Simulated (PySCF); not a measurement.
CH4ClS, charge −1, SMILES `[Cl-].CS`.

Method: CAM-B3LYP/def2-SVPD; geometry: GFN2-xTB; program: PySCF. GFN2-xTB bond lengths at metals and heavier atoms can be off by up to 0.1 Å and shapes distorted, which carries into these values.

Coordinates in Å:

```
Cl1     -1.9375   -0.0367   -0.0001
C2       1.3807   -1.1251    0.0027
S3       1.2845    0.6939   -0.0000
H4       0.3589   -1.4909    0.0102
H5       1.9144   -1.4564    0.8805
H6       1.9020   -1.4594   -0.9022
H7      -0.0730    0.6785   -0.0016
```

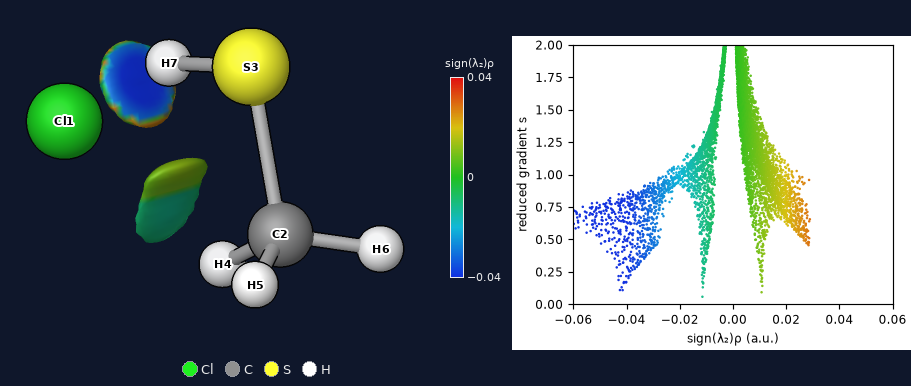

Non-covalent interaction surfaces between the fragments (reduced density gradient s = 0.5, coloured by sign(λ₂)ρ in a.u.; trimmed to the region between the fragments where ρ is under 0.06 a.u.). Fragment A: Cl(−1) (atom 1); fragment B: H4CS. The plot gives s against sign(λ₂)ρ for grid points between the fragments.

Which interactions hold the two fragments together?

Answer. Bond critical points between the fragments: Cl1···H7, hydrogen bond, 2.00 Å, ρ = 0.042 a.u.; Cl1···H4, weak C–H hydrogen bond, 2.72 Å, ρ = 0.012 a.u. The strongest appears blue (attractive, sign(λ₂)ρ well below zero). Several contacts close a ring, whose ring point adds a part with positive λ₂ between them. The pose is a local one from a semi-empirical search, not shown to be the most stable. With a charged fragment, long-range electrostatics, which these surfaces don't show, weighs heavily in the interaction energy.

How strongly are they bound?

Answer. The counterpoise-corrected interaction energy of the frozen fragments is −12.1 kcal/mol without dispersion correction and −13.2 kcal/mol with D3(BJ). The pair geometry is semi-empirical, not a minimum at this level.
